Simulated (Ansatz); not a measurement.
CH7NSi: molecular dynamics (part 1 of 3)

System: CH7NSi.
Method: UKS PBE0-D4/6-31G* (Ansatz 0.2.0).

It belongs to a series of runs on one base structure; here: dynamics from the start. Figures and captions count atoms from 1; the log counts them from 0 in places.

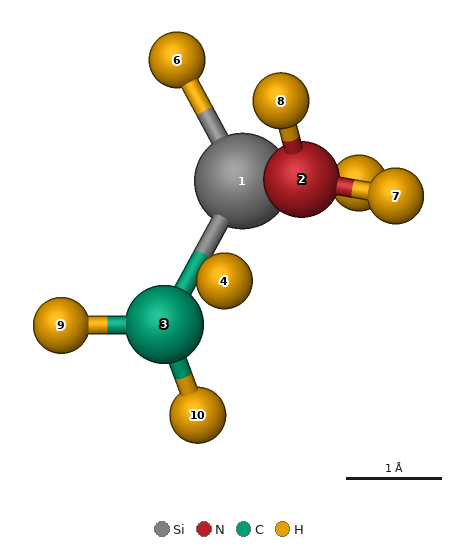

**Figure 1.** The structure as given in the input (ball-and-stick view, seen at a tilt; atoms are numbered from 1 in the order of the input). Bond lengths as drawn: C–H 1.08 to 1.09 Å, C–Si 1.85 Å, H–N 1.01 to 1.02 Å and H–Si 1.46 Å.

**Results in brief**

| quantity | value |
| --- | --- |
| outcome | finished |
| mean temperature over the second half | 1040 K |
| trajectory | 150 steps, 75 fs |
| ensemble | nve |
| temperature in the input | 100.0 K |
| time step | 0.5 fs |
| potential energy (last step) | −10510.7621 eV |
| mean-field energy (last step) | −10510.6377 eV |
| largest force (length of the vector) (last step) | 6.184 eV/Å |
| hardware | 1 thread of Arm Neoverse V1, 24 GiB of memory available, shared host |
| wall time | 8.2 min |
| peak memory | 0.15 GiB |

**Remarks**

So short a trajectory is not equilibrated.

**The input**
```yaml
crystal:
  periodic: [false, false, false]
  atoms:
    - { symbol: Si, position_ang: [-0.9628, 0.0335, 0.3798] }
    - { symbol: "N", position_ang: [0.9365, 0.9615, 0.2117] }
    - { symbol: C, position_ang: [-0.0195, -1.1794, -0.6453] }
    - { symbol: H, position_ang: [0.976, -0.2251, -0.442] }
    - { symbol: H, position_ang: [-1.9204, 0.9951, -0.163] }
    - { symbol: H, position_ang: [-1.1781, -0.1194, 1.8161] }
    - { symbol: H, position_ang: [0.9347, 1.8102, -0.3428] }
    - { symbol: H, position_ang: [1.4213, 1.1874, 1.0752] }
    - { symbol: H, position_ang: [0.1553, -2.1603, -0.2158] }
    - { symbol: H, position_ang: [-0.3429, -1.3036, -1.6738] }
magnetization:
  spin_polarized: true
basis:
  gaussian: { orbitals: "6-31G*" }
hamiltonian:
  xc: pbe0
  dispersion: d4
md:
  timestep: 0.5
  n_steps: 150
  ensemble: nve
  temperature: 100.0
  initial_velocities: maxwell_boltzmann
  seed: 211471
```

Launched with:
```bash
ansatz run input.yaml --threads 1 --pin off --max-ram 2048MiB --backend cpu --events-out ev --progress --plain --runs-dir out
```

**What the program printed**
```
Engine: ansatz 0.2.0, aarch64-unknown-linux-gnu
Functional definition: PBE0
  parameter a = 0.25
  parameter kappa = 0.804
  parameter beta = 0.06672455060314922
  exchange = (1 - a)*pbe_x(kappa = kappa, mu = beta*pi^2/3) + a*exact_x
  correlation = pbe_c(beta = beta)
736 factors; integrals over basis functions are off by at most 6.5e-4 eV
mean field evaluation 1: about -10501.9185 eV, gradient 4.1e1 eV
mean field evaluation 2: about -10489.1028 eV, gradient 6.1e1 eV
mean field evaluation 4: about -10509.4380 eV, gradient 3.7e0 eV
mean field evaluation 8: about -10509.5162 eV, gradient 2.5e-2 eV
mean field -10509.51619727 eV, -386.2175966439 hartree, gradient 3.9e-5 eV, S^2 0.000000; 0 other end points of the search recorded, 0 dependent functions left out
the calculation of the forces begins
reference -10509.51621952 eV, -386.2175974616 hartree; 17, 17 occupied and 46, 46 virtual orbitals, 736 factors
md step     0: t =     0.00 fs  T =   100.0 K  F+E_penalty+E_count = -10509.65146731 eV  E_kin = 0.103408 eV  conserved = -10509.54805931 eV  (27 SCF iters)
these checks for a lower state are left out or cut short: starts, cluster_reference, orbital_swaps, neighbouring_geometries, increment
736 factors; integrals over basis functions are off by at most 6.6e-4 eV
mean field evaluation 16: about -10509.4963 eV, gradient 4.8e-1 eV
mean field -10509.50989527 eV, -386.2173650495 hartree, gradient 9.2e-6 eV, S^2 0.000000; 0 other end points of the search recorded, 0 dependent functions left out
the calculation of the forces begins
reference -10509.50991757 eV, -386.2173658691 hartree; 17, 17 occupied and 46, 46 virtual orbitals, 736 factors
md step     1: t =     0.50 fs  T =    94.1 K  F+E_penalty+E_count = -10509.64524372 eV  E_kin = 0.097298 eV  conserved = -10509.54794529 eV  (25 SCF iters)
[... from here on the SCF iterations and repeated set-up lines of each step are left out, up to the last step ...]
md step     2: t =     1.00 fs  T =    94.8 K  F+E_penalty+E_count = -10509.64569672 eV  E_kin = 0.098010 eV  conserved = -10509.54768638 eV  (26 SCF iters)
md step     3: t =     1.50 fs  T =   105.8 K  F+E_penalty+E_count = -10509.65682708 eV  E_kin = 0.109429 eV  conserved = -10509.54739848 eV  (25 SCF iters)
md step     4: t =     2.00 fs  T =   131.4 K  F+E_penalty+E_count = -10509.68309028 eV  E_kin = 0.135894 eV  conserved = -10509.54719670 eV  (25 SCF iters)
md step     5: t =     2.50 fs  T =   174.6 K  F+E_penalty+E_count = -10509.72766618 eV  E_kin = 0.180537 eV  conserved = -10509.54712877 eV  (29 SCF iters)
md step     6: t =     3.00 fs  T =   236.5 K  F+E_penalty+E_count = -10509.79172814 eV  E_kin = 0.244560 eV  conserved = -10509.54716847 eV  (29 SCF iters)
md step     7: t =     3.50 fs  T =   316.7 K  F+E_penalty+E_count = -10509.87481386 eV  E_kin = 0.327524 eV  conserved = -10509.54728951 eV  (29 SCF iters)
md step     8: t =     4.00 fs  T =   413.7 K  F+E_penalty+E_count = -10509.97531273 eV  E_kin = 0.427775 eV  conserved = -10509.54753733 eV  (29 SCF iters)
md step     9: t =     4.50 fs  T =   524.1 K  F+E_penalty+E_count = -10510.09000714 eV  E_kin = 0.541976 eV  conserved = -10509.54803124 eV  (28 SCF iters, 3 dispersion substeps)
md step    10: t =     5.00 fs  T =   641.5 K  F+E_penalty+E_count = -10510.21230373 eV  E_kin = 0.663329 eV  conserved = -10509.54897504 eV  (28 SCF iters, 3 dispersion substeps)
md step    11: t =     5.50 fs  T =   753.5 K  F+E_penalty+E_count = -10510.32971268 eV  E_kin = 0.779208 eV  conserved = -10509.55050459 eV  (27 SCF iters, 3 dispersion substeps)
md step    12: t =     6.00 fs  T =   841.4 K  F+E_penalty+E_count = -10510.42250074 eV  E_kin = 0.870103 eV  conserved = -10509.55239776 eV  (27 SCF iters, 3 dispersion substeps)
md step    13: t =     6.50 fs  T =   884.0 K  F+E_penalty+E_count = -10510.46779330 eV  E_kin = 0.914084 eV  conserved = -10509.55370919 eV  (27 SCF iters, 3 dispersion substeps)
md step    14: t =     7.00 fs  T =   871.2 K  F+E_penalty+E_count = -10510.45379039 eV  E_kin = 0.900934 eV  conserved = -10509.55285625 eV  (27 SCF iters, 3 dispersion substeps)
md step    15: t =     7.50 fs  T =   824.2 K  F+E_penalty+E_count = -10510.40130739 eV  E_kin = 0.852254 eV  conserved = -10509.54905385 eV  (27 SCF iters, 3 dispersion substeps)
md step    16: t =     8.00 fs  T =   799.3 K  F+E_penalty+E_count = -10510.37113039 eV  E_kin = 0.826530 eV  conserved = -10509.54460062 eV  (29 SCF iters, 3 dispersion substeps)
md step    17: t =     8.50 fs  T =   855.6 K  F+E_penalty+E_count = -10510.42860653 eV  E_kin = 0.884739 eV  conserved = -10509.54386799 eV  (28 SCF iters, 3 dispersion substeps)
md step    18: t =     9.00 fs  T =  1002.0 K  F+E_penalty+E_count = -10510.58394531 eV  E_kin = 1.036143 eV  conserved = -10509.54780234 eV  (27 SCF iters, 3 dispersion substeps)
md step    19: t =     9.50 fs  T =  1187.0 K  F+E_penalty+E_count = -10510.77997897 eV  E_kin = 1.227449 eV  conserved = -10509.55252949 eV  (28 SCF iters, 3 dispersion substeps)
md step    20: t =    10.00 fs  T =  1344.2 K  F+E_penalty+E_count = -10510.94467293 eV  E_kin = 1.390054 eV  conserved = -10509.55461871 eV  (26 SCF iters, 3 dispersion substeps)
md step    21: t =    10.50 fs  T =  1438.1 K  F+E_penalty+E_count = -10511.04108044 eV  E_kin = 1.487102 eV  conserved = -10509.55397800 eV  (26 SCF iters, 3 dispersion substeps)
md step    22: t =    11.00 fs  T =  1470.4 K  F+E_penalty+E_count = -10511.07264601 eV  E_kin = 1.520516 eV  conserved = -10509.55213042 eV  (26 SCF iters, 3 dispersion substeps)
md step    23: t =    11.50 fs  T =  1462.9 K  F+E_penalty+E_count = -10511.06309718 eV  E_kin = 1.512788 eV  conserved = -10509.55030877 eV  (26 SCF iters, 3 dispersion substeps)
md step    24: t =    12.00 fs  T =  1440.1 K  F+E_penalty+E_count = -10511.03811910 eV  E_kin = 1.489135 eV  conserved = -10509.54898371 eV  (27 SCF iters, 3 dispersion substeps)
md step    25: t =    12.50 fs  T =  1420.8 K  F+E_penalty+E_count = -10511.01738334 eV  E_kin = 1.469250 eV  conserved = -10509.54813318 eV  (27 SCF iters, 3 dispersion substeps)
md step    26: t =    13.00 fs  T =  1418.1 K  F+E_penalty+E_count = -10511.01402140 eV  E_kin = 1.466444 eV  conserved = -10509.54757789 eV  (27 SCF iters, 3 dispersion substeps)
md step    27: t =    13.50 fs  T =  1440.5 K  F+E_penalty+E_count = -10511.03680336 eV  E_kin = 1.489619 eV  conserved = -10509.54718407 eV  (26 SCF iters, 3 dispersion substeps)
md step    28: t =    14.00 fs  T =  1494.1 K  F+E_penalty+E_count = -10511.09196896 eV  E_kin = 1.545039 eV  conserved = -10509.54693044 eV  (26 SCF iters, 3 dispersion substeps)
md step    29: t =    14.50 fs  T =  1582.7 K  F+E_penalty+E_count = -10511.18352894 eV  E_kin = 1.636634 eV  conserved = -10509.54689453 eV  (27 SCF iters, 3 dispersion substeps)
md step    30: t =    15.00 fs  T =  1706.7 K  F+E_penalty+E_count = -10511.31206590 eV  E_kin = 1.764852 eV  conserved = -10509.54721393 eV  (27 SCF iters, 3 dispersion substeps)
md step    31: t =    15.50 fs  T =  1861.1 K  F+E_penalty+E_count = -10511.47259458 eV  E_kin = 1.924544 eV  conserved = -10509.54805035 eV  (27 SCF iters, 3 dispersion substeps)
md step    32: t =    16.00 fs  T =  2033.3 K  F+E_penalty+E_count = -10511.65213661 eV  E_kin = 2.102584 eV  conserved = -10509.54955236 eV  (27 SCF iters, 3 dispersion substeps)
md step    33: t =    16.50 fs  T =  2201.0 K  F+E_penalty+E_count = -10511.82781379 eV  E_kin = 2.276043 eV  conserved = -10509.55177089 eV  (26 SCF iters, 3 dispersion substeps)
md step    34: t =    17.00 fs  T =  2332.9 K  F+E_penalty+E_count = -10511.96690866 eV  E_kin = 2.412448 eV  conserved = -10509.55446047 eV  (25 SCF iters, 3 dispersion substeps)
md step    35: t =    17.50 fs  T =  2393.6 K  F+E_penalty+E_count = -10512.03193905 eV  E_kin = 2.475220 eV  conserved = -10509.55671937 eV  (25 SCF iters, 3 dispersion substeps)
md step    36: t =    18.00 fs  T =  2358.4 K  F+E_penalty+E_count = -10511.99557366 eV  E_kin = 2.438783 eV  conserved = -10509.55679113 eV  (25 SCF iters, 3 dispersion substeps)
md step    37: t =    18.50 fs  T =  2237.2 K  F+E_penalty+E_count = -10511.86650711 eV  E_kin = 2.313466 eV  conserved = -10509.55304157 eV  (25 SCF iters, 3 dispersion substeps)
md step    38: t =    19.00 fs  T =  2091.5 K  F+E_penalty+E_count = -10511.70950950 eV  E_kin = 2.162758 eV  conserved = -10509.54675123 eV  (26 SCF iters, 3 dispersion substeps)
md step    39: t =    19.50 fs  T =  2009.7 K  F+E_penalty+E_count = -10511.62134544 eV  E_kin = 2.078172 eV  conserved = -10509.54317360 eV  (25 SCF iters, 3 dispersion substeps)
md step    40: t =    20.00 fs  T =  2039.7 K  F+E_penalty+E_count = -10511.65509478 eV  E_kin = 2.109194 eV  conserved = -10509.54590106 eV  (27 SCF iters, 3 dispersion substeps)
md step    41: t =    20.50 fs  T =  2146.2 K  F+E_penalty+E_count = -10511.77110919 eV  E_kin = 2.219334 eV  conserved = -10509.55177552 eV  (26 SCF iters, 3 dispersion substeps)
md step    42: t =    21.00 fs  T =  2247.4 K  F+E_penalty+E_count = -10511.87960880 eV  E_kin = 2.323966 eV  conserved = -10509.55564299 eV  (25 SCF iters, 3 dispersion substeps)
md step    43: t =    21.50 fs  T =  2280.9 K  F+E_penalty+E_count = -10511.91463442 eV  E_kin = 2.358593 eV  conserved = -10509.55604106 eV  (25 SCF iters, 3 dispersion substeps)
md step    44: t =    22.00 fs  T =  2230.4 K  F+E_penalty+E_count = -10511.86073019 eV  E_kin = 2.306403 eV  conserved = -10509.55432682 eV  (26 SCF iters, 3 dispersion substeps)
md step    45: t =    22.50 fs  T =  2113.1 K  F+E_penalty+E_count = -10511.73712254 eV  E_kin = 2.185106 eV  conserved = -10509.55201612 eV  (26 SCF iters, 3 dispersion substeps)
md step    46: t =    23.00 fs  T =  1959.0 K  F+E_penalty+E_count = -10511.57561521 eV  E_kin = 2.025738 eV  conserved = -10509.54987741 eV  (26 SCF iters, 3 dispersion substeps)
md step    47: t =    23.50 fs  T =  1798.4 K  F+E_penalty+E_count = -10511.40783623 eV  E_kin = 1.859690 eV  conserved = -10509.54814590 eV  (27 SCF iters, 3 dispersion substeps)
md step    48: t =    24.00 fs  T =  1657.1 K  F+E_penalty+E_count = -10511.26041203 eV  E_kin = 1.713557 eV  conserved = -10509.54685486 eV  (27 SCF iters, 3 dispersion substeps)
md step    49: t =    24.50 fs  T =  1554.6 K  F+E_penalty+E_count = -10511.15361124 eV  E_kin = 1.607613 eV  conserved = -10509.54599808 eV  (27 SCF iters, 3 dispersion substeps)
md step    50: t =    25.00 fs  T =  1504.2 K  F+E_penalty+E_count = -10511.10099935 eV  E_kin = 1.555421 eV  conserved = -10509.54557823 eV  (27 SCF iters, 3 dispersion substeps)
md step    51: t =    25.50 fs  T =  1512.1 K  F+E_penalty+E_count = -10511.10921682 eV  E_kin = 1.563600 eV  conserved = -10509.54561711 eV  (26 SCF iters, 3 dispersion substeps)
md step    52: t =    26.00 fs  T =  1577.7 K  F+E_penalty+E_count = -10511.17760224 eV  E_kin = 1.631453 eV  conserved = -10509.54614931 eV  (27 SCF iters, 3 dispersion substeps)
md step    53: t =    26.50 fs  T =  1692.8 K  F+E_penalty+E_count = -10511.29769063 eV  E_kin = 1.750476 eV  conserved = -10509.54721492 eV  (25 SCF iters, 3 dispersion substeps)
md step    54: t =    27.00 fs  T =  1841.2 K  F+E_penalty+E_count = -10511.45274215 eV  E_kin = 1.903901 eV  conserved = -10509.54884104 eV  (26 SCF iters, 3 dispersion substeps)
md step    55: t =    27.50 fs  T =  1998.6 K  F+E_penalty+E_count = -10511.61769895 eV  E_kin = 2.066709 eV  conserved = -10509.55099013 eV  (26 SCF iters, 3 dispersion substeps)
md step    56: t =    28.00 fs  T =  2134.3 K  F+E_penalty+E_count = -10511.76049173 eV  E_kin = 2.207065 eV  conserved = -10509.55342683 eV  (26 SCF iters, 3 dispersion substeps)
md step    57: t =    28.50 fs  T =  2215.7 K  F+E_penalty+E_count = -10511.84671143 eV  E_kin = 2.291257 eV  conserved = -10509.55545468 eV  (26 SCF iters, 3 dispersion substeps)
md step    58: t =    29.00 fs  T =  2219.8 K  F+E_penalty+E_count = -10511.85117991 eV  E_kin = 2.295462 eV  conserved = -10509.55571767 eV  (25 SCF iters, 3 dispersion substeps)
md step    59: t =    29.50 fs  T =  2151.9 K  F+E_penalty+E_count = -10511.77804994 eV  E_kin = 2.225232 eV  conserved = -10509.55281754 eV  (26 SCF iters, 3 dispersion substeps)
md step    60: t =    30.00 fs  T =  2060.6 K  F+E_penalty+E_count = -10511.67827405 eV  E_kin = 2.130791 eV  conserved = -10509.54748301 eV  (25 SCF iters, 3 dispersion substeps)
md step    61: t =    30.50 fs  T =  2021.4 K  F+E_penalty+E_count = -10511.63417135 eV  E_kin = 2.090238 eV  conserved = -10509.54393336 eV  (27 SCF iters, 3 dispersion substeps)
md step    62: t =    31.00 fs  T =  2081.1 K  F+E_penalty+E_count = -10511.69788597 eV  E_kin = 2.152032 eV  conserved = -10509.54585441 eV  (25 SCF iters, 3 dispersion substeps)
md step    63: t =    31.50 fs  T =  2214.5 K  F+E_penalty+E_count = -10511.84116335 eV  E_kin = 2.289932 eV  conserved = -10509.55123124 eV  (26 SCF iters, 3 dispersion substeps)
md step    64: t =    32.00 fs  T =  2347.4 K  F+E_penalty+E_count = -10511.98261968 eV  E_kin = 2.427366 eV  conserved = -10509.55525411 eV  (25 SCF iters, 3 dispersion substeps)
md step    65: t =    32.50 fs  T =  2417.3 K  F+E_penalty+E_count = -10512.05562828 eV  E_kin = 2.499659 eV  conserved = -10509.55596923 eV  (26 SCF iters, 3 dispersion substeps)
md step    66: t =    33.00 fs  T =  2404.3 K  F+E_penalty+E_count = -10512.04068073 eV  E_kin = 2.486240 eV  conserved = -10509.55444040 eV  (25 SCF iters, 3 dispersion substeps)
md step    67: t =    33.50 fs  T =  2322.6 K  F+E_penalty+E_count = -10511.95397174 eV  E_kin = 2.401725 eV  conserved = -10509.55224694 eV  (29 SCF iters, 3 dispersion substeps)
md step    68: t =    34.00 fs  T =  2199.7 K  F+E_penalty+E_count = -10511.82490503 eV  E_kin = 2.274615 eV  conserved = -10509.55028959 eV  (29 SCF iters, 3 dispersion substeps)
md step    69: t =    34.50 fs  T =  2062.5 K  F+E_penalty+E_count = -10511.68167107 eV  E_kin = 2.132828 eV  conserved = -10509.54884349 eV  (29 SCF iters, 3 dispersion substeps)
md step    70: t =    35.00 fs  T =  1932.2 K  F+E_penalty+E_count = -10511.54589551 eV  E_kin = 1.997998 eV  conserved = -10509.54789726 eV  (29 SCF iters, 3 dispersion substeps)
md step    71: t =    35.50 fs  T =  1822.6 K  F+E_penalty+E_count = -10511.43202987 eV  E_kin = 1.884680 eV  conserved = -10509.54735027 eV  (30 SCF iters, 3 dispersion substeps)
md step    72: t =    36.00 fs  T =  1742.0 K  F+E_penalty+E_count = -10511.34849150 eV  E_kin = 1.801399 eV  conserved = -10509.54709286 eV  (30 SCF iters, 3 dispersion substeps)
md step    73: t =    36.50 fs  T =  1694.4 K  F+E_penalty+E_count = -10511.29922449 eV  E_kin = 1.752186 eV  conserved = -10509.54703869 eV  (30 SCF iters, 3 dispersion substeps)
md step    74: t =    37.00 fs  T =  1680.6 K  F+E_penalty+E_count = -10511.28499112 eV  E_kin = 1.737830 eV  conserved = -10509.54716100 eV  (30 SCF iters, 3 dispersion substeps)
md step    75: t =    37.50 fs  T =  1698.3 K  F+E_penalty+E_count = -10511.30372316 eV  E_kin = 1.756182 eV  conserved = -10509.54754126 eV  (30 SCF iters, 3 dispersion substeps)
md step    76: t =    38.00 fs  T =  1741.5 K  F+E_penalty+E_count = -10511.34925006 eV  E_kin = 1.800863 eV  conserved = -10509.54838724 eV  (30 SCF iters, 3 dispersion substeps)
md step    77: t =    38.50 fs  T =  1797.1 K  F+E_penalty+E_count = -10511.40833607 eV  E_kin = 1.858386 eV  conserved = -10509.54995003 eV  (27 SCF iters, 3 dispersion substeps)
md step    78: t =    39.00 fs  T =  1842.4 K  F+E_penalty+E_count = -10511.45751262 eV  E_kin = 1.905224 eV  conserved = -10509.55228840 eV  (26 SCF iters, 3 dispersion substeps)
md step    79: t =    39.50 fs  T =  1845.5 K  F+E_penalty+E_count = -10511.46333111 eV  E_kin = 1.908435 eV  conserved = -10509.55489567 eV  (26 SCF iters, 3 dispersion substeps)
md step    80: t =    40.00 fs  T =  1774.6 K  F+E_penalty+E_count = -10511.39140846 eV  E_kin = 1.835043 eV  conserved = -10509.55636523 eV  (26 SCF iters, 3 dispersion substeps)
md step    81: t =    40.50 fs  T =  1618.3 K  F+E_penalty+E_count = -10511.22815915 eV  E_kin = 1.673431 eV  conserved = -10509.55472812 eV  (28 SCF iters, 3 dispersion substeps)
```
